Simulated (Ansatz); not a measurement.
**CH$_{4}$F$_{2}$GaN: density, localisation and related maps**

```xyz
9

C     1.1227   -1.1952   -0.6405
F    -1.7178    0.1419    1.0104
F    -1.5372    2.3503   -0.9546
Ga   -0.8948    0.8473   -0.3544
N     0.5302    0.0479   -1.0780
H     2.1726   -1.0701   -0.3205
H     0.5680   -1.5952    0.2209
H     1.1022   -1.9701   -1.4277
H     0.9845    0.4849   -1.8708
```

Geometry: PBE0-D4/def2-SVP.

These are results of isolated molecule in a Gaussian basis; Kohn-Sham density functional theory, functional PBE0 (Ansatz 0.2.0), not measurements.

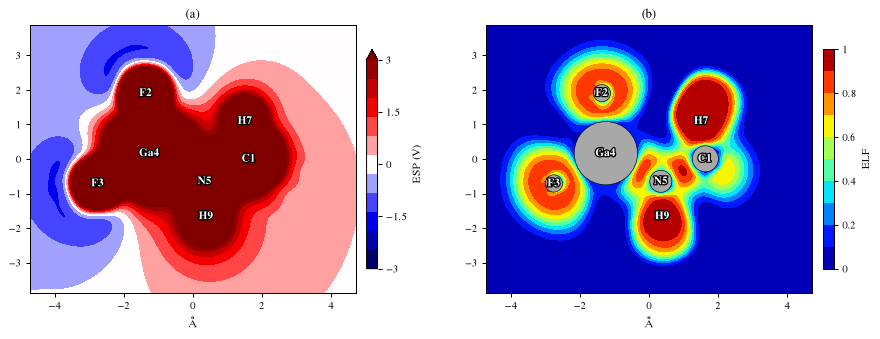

Figure 1. (a) molecular electrostatic potential; (b) ELF on the plane of atoms C1, N5 and Ga4. Grey discs cover the atomic cores in the ELF map.

**Read the bonding off the picture.**

- The plane passes through C, F, Ga, N and H nuclei.
- C–N (1.44 Å): the ELF peaks at about 0.90 between the atoms, as expected for localised, covalent bonding.
- Ga–F (1.74 Å): the ELF peaks at about 0.80 in the valence shell of F, 0.5 Å from its nucleus, and is about 0.20 at the midpoint.
- Ga–N (1.79 Å): the ELF peaks at about 0.85 in the valence shell of N, 0.6 Å from its nucleus, and is about 0.35 at the midpoint.
- N–H (1.01 Å): the ELF climbs to about 1 towards the hydrogen, as it does in any bond to H (a covalent bond by its length).
- C–H (1.10 Å): the ELF climbs to about 1 towards the hydrogen: an ordinary covalent bond to hydrogen.
- The ELF also peaks beside F3 and F2, away from the bonds: lone-pair regions.
- Outside the dense part of the molecule the potential is most negative (−1.4 V) near F2.

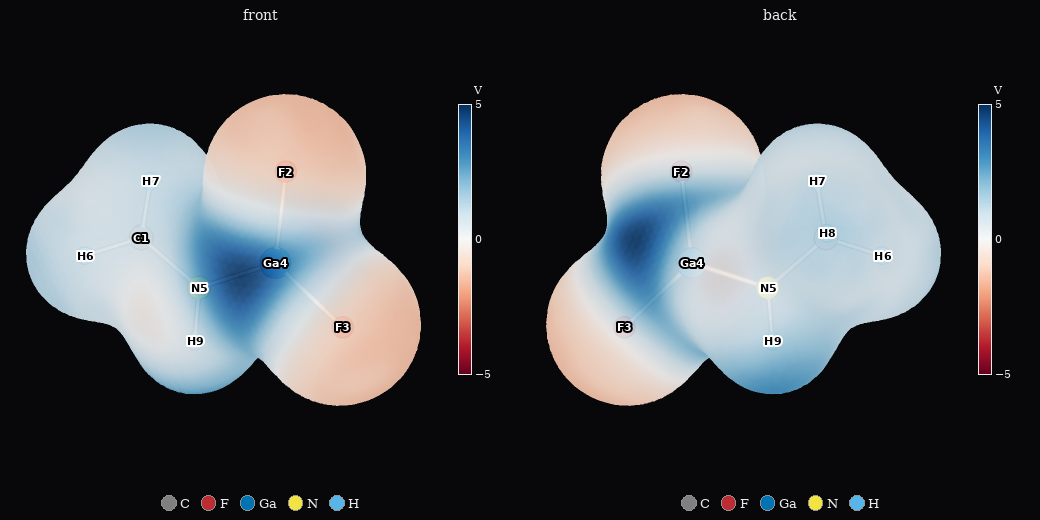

Figure 2. The electrostatic potential painted on the density surface at 0.004 e/bohr³, seen from the front and from behind; the colour scale runs from red (negative) to blue (positive).

**Describe the electrostatic potential map.**

The most negative region (about −1.4 V) lies over F2 and F3, the most positive (about +4.8 V) over Ga4.

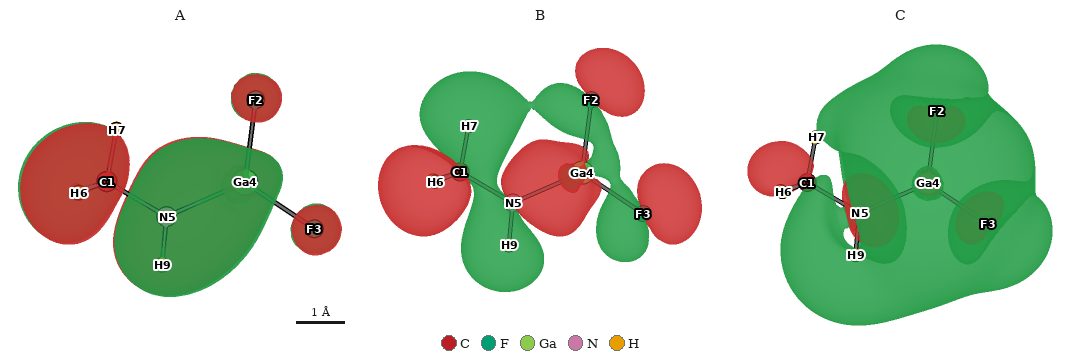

Figure 3. Three frontier orbitals at ±0.04 Å⁻³ᐟ² (green and red are the two phases), in no order.

**Which picture is the HOMO−1, the HOMO and the LUMO?**

B is the HOMO−1 (−10.26 eV). It lies mainly on N5 (about 25 %), C1 (about 20 %), F3 (about 10 %), H7 (about 10 %), Ga4 (about 10 %) and F2 (about 10 %). A is the HOMO (−7.50 eV). Its weight (Hirshfeld) is mainly on N5 (about 60 %), Ga4 (about 10 %) and C1 (about 10 %). C is the LUMO (−1.34 eV). Its weight (Hirshfeld) is mainly on Ga4 (about 60 %), F3 (about 10 %), N5 (about 10 %) and F2 (about 10 %).

**What is the HOMO–LUMO gap?**

6.16 eV between the orbital energies.
